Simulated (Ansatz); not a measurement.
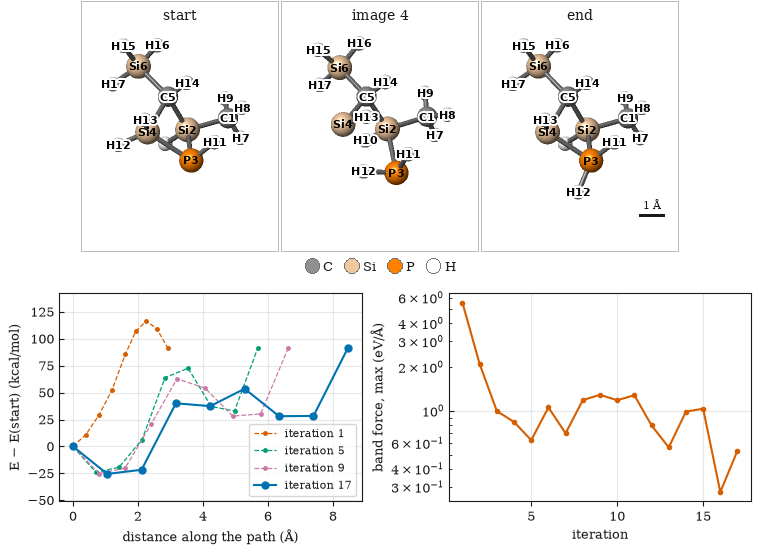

A nudged-elastic-band calculation for C$_{2}$H$_{11}$PSi$_{3}$. Images are numbered from 0 (start) to 8 (end). The plot follows the band through its iterations. Style: ball-and-stick. Shown from a free direction.

These are results of Ansatz 0.2.0, UKS PBE/STO-3G, not measurements. Set-up: 7 movable images; climbing image; force threshold 0.05 eV/Å; iteration limit 17; starting path through a guess of the saddle point; end points as typed, not relaxed.

Did the band converge, and can the barrier be trusted?

Answer. The result isn't final. The band hadn't converged when the run stopped after 17 iterations. The largest component of the band force went from 5.5 to 0.53 eV/Å. The end points weren't relaxed, so energies relative to them aren't barriers between minima. The first iteration put the highest image at 116.6 kcal/mol. Relative to the start the highest point is image 8 at +91.5 kcal/mol and the end lies at +91.5 kcal/mol, but the profile dips to −25.5 kcal/mol at image 1 on the way, so there may be more than one step; on an unconverged band the side maxima are provisional.

Limits of the set-up: STO-3G is a minimal basis, so the numbers are rough.

The run took 12 min on 1 thread of Arm Neoverse V2, with other jobs on the host, peak memory 0.16 GiB.
